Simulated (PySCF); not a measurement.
# SiH2Cl2 (dichlorosilane (DCS)) at B2PLYP/STO-6G

Aim: the vertical ionisation energy of SiH2Cl2 (dichlorosilane (DCS)) at B2PLYP/STO-6G, from 2 runs. 

The calculation is run with PySCF 2.14.0.

11 further runs of the same task are left out: 11 set aside as unsound or not needed.

## (1) The structure to begin with

The species is SiH2Cl2 (5 atoms), meant as a singlet with charge 0. As SMILES, `Cl[SiH2]Cl`. Geometry: relaxed at PBE0-D4/def2-TZVP.

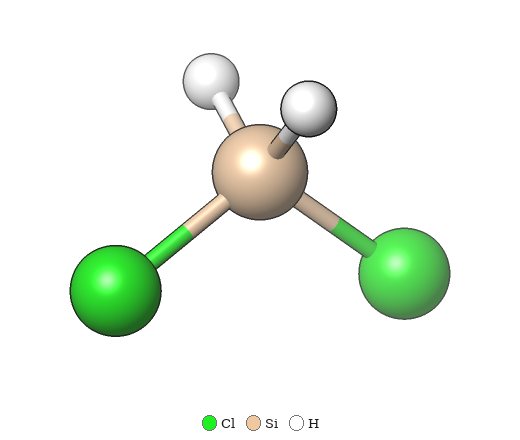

Viewed from a chosen angle; chlorine green, silicon light orange, hydrogen white.

## (2) A single-point energy at B2PLYP/STO-6G

Contents of run.py:

```python
# Cl[SiH2]Cl
from pyscf import gto, dft, mp

mol = gto.M(
    atom='''
Cl      -1.036100      -0.393400       1.609300
Si       0.136800      -0.071700      -0.028900
Cl      -0.799200       1.196800      -1.324000
H        0.352000      -1.362200      -0.711200
H        1.396500       0.556600       0.413400
''',
    basis='sto-6g',
    verbose=4,
    max_memory=1860,
)

mf = dft.RKS(mol)
mf.xc = '0.53*HF + 0.47*B88, 0.73*LYP'
mf.conv_tol = 1e-10
mf.grids.level = 5
mf.kernel()
if not mf.converged:
    mf = mf.newton().run(mf.mo_coeff, mf.mo_occ)

pt = mp.MP2(mf, frozen=15).run()
etot = mf.e_tot + 0.27 * pt.e_corr
print('PT2 part  %.8f' % (0.27 * pt.e_corr))
print('E = %.10f Eh' % etot)
```

Run with:

```bash
OMP_NUM_THREADS=1 python run.py
```

Output:

```text
PySCF version 2.14.0

[INPUT] num. atoms = 5
[INPUT] num. electrons = 50
[INPUT] charge = 0
[INPUT] spin (= nelec alpha-beta = 2S) = 0
[INPUT] symmetry False subgroup None
[INPUT] Mole.unit = angstrom
[INPUT] Symbol           X                Y                Z      unit          X                Y                Z       unit  Magmom
[INPUT]  1 Cl    -1.036100000000  -0.393400000000   1.609300000000 AA   -1.957945237662  -0.743418257404   3.041136252263 Bohr   0.0
[INPUT]  2 Si     0.136800000000  -0.071700000000  -0.028900000000 AA    0.258514533841  -0.135493363131  -0.054613085000 Bohr   0.0
[INPUT]  3 Cl    -0.799200000000   1.196800000000  -1.324000000000 AA   -1.510269118752   2.261624225879  -2.501997388924 Bohr   0.0
[INPUT]  4 H      0.352000000000  -1.362200000000  -0.711200000000 AA    0.665183595847  -2.574184926883  -1.343973219791 Bohr   0.0
[INPUT]  5 H      1.396500000000   0.556600000000   0.413400000000 AA    2.639002532955   1.051821560933   0.781212779895 Bohr   0.0

nuclear repulsion = 191.96342107857
number of shells = 17
number of NR pGTOs = 174
number of NR cGTOs = 29
basis = sto-6g
ecp = {}

******** <class 'pyscf.dft.rks.RKS'> ********
method = RKS
initial guess = minao
damping factor = 0
level_shift factor = 0
DIIS = <class 'pyscf.scf.diis.CDIIS'>
diis_start_cycle = 1
diis_space = 8
diis_damp = 0
SCF conv_tol = 1e-10
SCF conv_tol_grad = None
SCF max_cycles = 50
direct_scf = True
direct_scf_tol = 1e-13
XC library pyscf.dft.libxc version 7.0.0
    S. Lehtola, C. Steigemann, M. J.T. Oliveira, and M. A.L. Marques.,  SoftwareX 7, 1–5 (2018)
XC functionals = 0.53*HF + 0.47*B88, 0.73*LYP
    A. D. Becke.,  Phys. Rev. A 38, 3098 (1988)
    C. Lee, W. Yang, and R. G. Parr.,  Phys. Rev. B 37, 785 (1988)
    B. Miehlich, A. Savin, H. Stoll, and H. Preuss.,  Chem. Phys. Lett. 157, 200 (1989)
radial grids:
    Treutler-Ahlrichs [JCP 102, 346 (1995); DOI:10.1063/1.469408] (M4) radial grids

becke partition: Becke, JCP 88, 2547 (1988); DOI:10.1063/1.454033
pruning grids: <function nwchem_prune>
grids dens level: 5
symmetrized grids: False
atomic radii adjust function: <function treutler_atomic_radii_adjust>
small_rho_cutoff = 0
Set gradient conv threshold to 1e-05
Initial guess from minao.
tot grids = 176728
init E= -1206.00847270522
  HOMO = -0.372036941046491  LUMO = 0.0855821488255754  gap/eV = 12.45245
cycle= 1 E= -1206.39718578814  delta_E= -0.389  |g|= 0.34  |ddm|= 2.43
  HOMO = -0.293101222295277  LUMO = 0.13724337332146  gap/eV = 11.71027
cycle= 2 E= -1206.44924638983  delta_E= -0.0521  |g|= 0.163  |ddm|= 1.13
  HOMO = -0.313660918382909  LUMO = 0.179199878231804  gap/eV = 13.41143
cycle= 3 E= -1206.46015985331  delta_E= -0.0109  |g|= 0.00571  |ddm|= 0.32
  HOMO = -0.316051835610733  LUMO = 0.179673106758028  gap/eV = 13.48936
cycle= 4 E= -1206.4601891  delta_E= -2.92e-05  |g|= 0.000898  |ddm|= 0.0215
  HOMO = -0.315857258784558  LUMO = 0.179868785912391  gap/eV = 13.48939
cycle= 5 E= -1206.46018980715  delta_E= -7.07e-07  |g|= 6.08e-05  |ddm|= 0.00373
  HOMO = -0.315859239219025  LUMO = 0.179825259245702  gap/eV = 13.48826
cycle= 6 E= -1206.46018981037  delta_E= -3.22e-09  |g|= 7.4e-06  |ddm|= 0.000232
  HOMO = -0.315858991819765  LUMO = 0.179829527213997  gap/eV = 13.48837
cycle= 7 E= -1206.46018981043  delta_E= -5.91e-11  |g|= 3.73e-07  |ddm|= 3.55e-05
  HOMO = -0.315859075716378  LUMO = 0.179829463482859  gap/eV = 13.48837
Extra cycle  E= -1206.46018981043  delta_E= 4.55e-13  |g|= 8.13e-08  |ddm|= 1.28e-06
converged SCF energy = -1206.46018981043

******** <class 'pyscf.mp.mp2.RMP2'> ********
nocc = 10, nmo = 14
frozen orbitals 15
E(RMP2) = -1206.5205459469  E_corr = -0.0603561364753048
E(SCS-RMP2) = -1206.52812321298  E_corr = -0.0679334025529992
E_corr(same-spin) = -0.00518533986619229
E_corr(oppo-spin) = -0.0551707966091125
PT2 part  -0.01629616
E = -1206.4764859673 Eh
```

It took 4.5 s on 1 thread of Arm Neoverse V2, shared host; peak memory 0.24 GiB.

## (3) The doublet cation

Contents of start.xyz:

```xyz
5

Cl    -1.036100    -0.393400     1.609300
Si     0.136800    -0.071700    -0.028900
Cl    -0.799200     1.196800    -1.324000
H      0.352000    -1.362200    -0.711200
H      1.396500     0.556600     0.413400
```

Contents of input.py:

```python
from pyscf import gto, dft, mp

mol = gto.M(
    atom='start.xyz',
    spin=1,
    verbose=4,
    charge=1,
    basis='sto-6g',
    max_memory=1860,
)

calc0 = dft.UKS(mol, xc='0.53*HF + 0.47*B88, 0.73*LYP')
calc0.conv_tol = 1e-10
calc0.grids.level = 5
calc0.kernel()
if not calc0.converged:
    calc0 = calc0.newton().run(calc0.mo_coeff, calc0.mo_occ)

pt = mp.MP2(calc0, frozen=15).run()
e_final = calc0.e_tot + 0.27 * pt.e_corr
print('PT2 part  %.8f' % (0.27 * pt.e_corr))
print('E(%s) = %.9f' % ('B2PLYP', e_final))
```

Run with:

```bash
OMP_NUM_THREADS=1 python input.py
```

Output:

```text
PySCF version 2.14.0

[INPUT] num. atoms = 5
[INPUT] num. electrons = 49
[INPUT] charge = 1
[INPUT] spin (= nelec alpha-beta = 2S) = 1
[INPUT] symmetry False subgroup None
[INPUT] Mole.unit = angstrom
[INPUT] Symbol           X                Y                Z      unit          X                Y                Z       unit  Magmom
[INPUT]  1 Cl    -1.036100000000  -0.393400000000   1.609300000000 AA   -1.957945237662  -0.743418257404   3.041136252263 Bohr   0.0
[INPUT]  2 Si     0.136800000000  -0.071700000000  -0.028900000000 AA    0.258514533841  -0.135493363131  -0.054613085000 Bohr   0.0
[INPUT]  3 Cl    -0.799200000000   1.196800000000  -1.324000000000 AA   -1.510269118752   2.261624225879  -2.501997388924 Bohr   0.0
[INPUT]  4 H      0.352000000000  -1.362200000000  -0.711200000000 AA    0.665183595847  -2.574184926883  -1.343973219791 Bohr   0.0
[INPUT]  5 H      1.396500000000   0.556600000000   0.413400000000 AA    2.639002532955   1.051821560933   0.781212779895 Bohr   0.0

nuclear repulsion = 191.96342107857
number of shells = 17
number of NR pGTOs = 174
number of NR cGTOs = 29
basis = sto-6g
ecp = {}

******** <class 'pyscf.dft.uks.UKS'> ********
method = UKS
initial guess = minao
damping factor = 0
level_shift factor = 0
DIIS = <class 'pyscf.scf.diis.CDIIS'>
diis_start_cycle = 1
diis_space = 8
diis_damp = 0
SCF conv_tol = 1e-10
SCF conv_tol_grad = None
SCF max_cycles = 50
direct_scf = True
direct_scf_tol = 1e-13
number electrons alpha = 25  beta = 24
XC library pyscf.dft.libxc version 7.0.0
    S. Lehtola, C. Steigemann, M. J.T. Oliveira, and M. A.L. Marques.,  SoftwareX 7, 1–5 (2018)
XC functionals = 0.53*HF + 0.47*B88, 0.73*LYP
    A. D. Becke.,  Phys. Rev. A 38, 3098 (1988)
    C. Lee, W. Yang, and R. G. Parr.,  Phys. Rev. B 37, 785 (1988)
    B. Miehlich, A. Savin, H. Stoll, and H. Preuss.,  Chem. Phys. Lett. 157, 200 (1989)
radial grids:
    Treutler-Ahlrichs [JCP 102, 346 (1995); DOI:10.1063/1.469408] (M4) radial grids

becke partition: Becke, JCP 88, 2547 (1988); DOI:10.1063/1.454033
pruning grids: <function nwchem_prune>
grids dens level: 5
symmetrized grids: False
atomic radii adjust function: <function treutler_atomic_radii_adjust>
small_rho_cutoff = 0
Set gradient conv threshold to 1e-05
tot grids = 176728
init E= -1206.00847270522
[... the frontier-level lines of each cycle are left out ...]


cycle= 1 E= -1205.92495490733  delta_E= 0.0835  |g|= 0.33  |ddm|= 1.76
cycle= 2 E= -1206.00347125226  delta_E= -0.0785  |g|= 0.289  |ddm|= 1.37
cycle= 3 E= -1206.0788652567  delta_E= -0.0754  |g|= 0.0352  |ddm|= 0.54
cycle= 4 E= -1206.08126491106  delta_E= -0.0024  |g|= 0.00883  |ddm|= 0.121
cycle= 5 E= -1206.08165194622  delta_E= -0.000387  |g|= 0.00453  |ddm|= 0.0525
cycle= 6 E= -1206.08173239655  delta_E= -8.05e-05  |g|= 0.00177  |ddm|= 0.0296
cycle= 7 E= -1206.08173918003  delta_E= -6.78e-06  |g|= 0.00123  |ddm|= 0.0101
cycle= 8 E= -1206.08174127783  delta_E= -2.1e-06  |g|= 0.000249  |ddm|= 0.00436
cycle= 9 E= -1206.08174141044  delta_E= -1.33e-07  |g|= 3.9e-05  |ddm|= 0.00136
cycle= 10 E= -1206.081741413  delta_E= -2.56e-09  |g|= 1.11e-05  |ddm|= 0.000189
cycle= 11 E= -1206.08174141329  delta_E= -2.87e-10  |g|= 2.11e-06  |ddm|= 6.93e-05
cycle= 12 E= -1206.0817414133  delta_E= -9.32e-12  |g|= 7.56e-07  |ddm|= 1.04e-05
Extra cycle  E= -1206.0817414133  delta_E= -2.73e-12  |g|= 4.64e-07  |ddm|= 3.14e-06
converged SCF energy = -1206.0817414133  <S^2> = 0.7553217  2S+1 = 2.0053146

******** <class 'pyscf.mp.ump2.UMP2'> ********
nocc = (np.int64(10), np.int64(9)), nmo = (14, 14)
frozen orbitals 15
E(UMP2) = -1206.17285068106  E_corr = -0.0911092677590725
E(SCS-UMP2) = -1206.17439015686  E_corr = -0.0926487435611878
E_corr(same-spin) = -0.0192488974034992
E_corr(oppo-spin) = -0.0718603703555734
PT2 part  -0.02459950
E(B2PLYP) = -1206.106340916
```

Run time: 9 s. Hardware: 1 thread of Arm Neoverse V2, shared host; peak memory 0.25 GiB.

## (4) What came out

Level: B2PLYP/STO-6G, 15 core orbitals frozen.

| quantity | value |
| --- | --- |
| singlet SiH2Cl2: total energy | -1206.47649 Eh |
| singlet SiH2Cl2: dipole moment (SCF part) | 2.76 D |
| singlet SiH2Cl2: HOMO energy (SCF part's orbitals) | -8.59 eV |
| singlet SiH2Cl2: LUMO energy (SCF part's orbitals) | 4.89 eV |
| singlet SiH2Cl2: HOMO–LUMO gap (SCF part's orbitals) | 13.49 eV |
| doublet cation: total energy | -1206.10634 Eh |
| doublet cation: HOMO energy (SCF part's orbitals) (highest over α and β) | -14.78 eV |
| doublet cation: LUMO energy (SCF part's orbitals) (lowest over α and β) | -11.99 eV |
| doublet cation: ⟨S²⟩ | 0.755 |
| vertical ionisation energy (to the doublet cation) | 10.072 eV |

**Reading.** Removing an electron at fixed nuclei costs 10.07 eV (232 kcal/mol). The negative HOMO energy of the first species, 8.59 eV, lies 1.48 eV below that difference. In a minimal basis such a difference can be off by several eV, whatever the method.
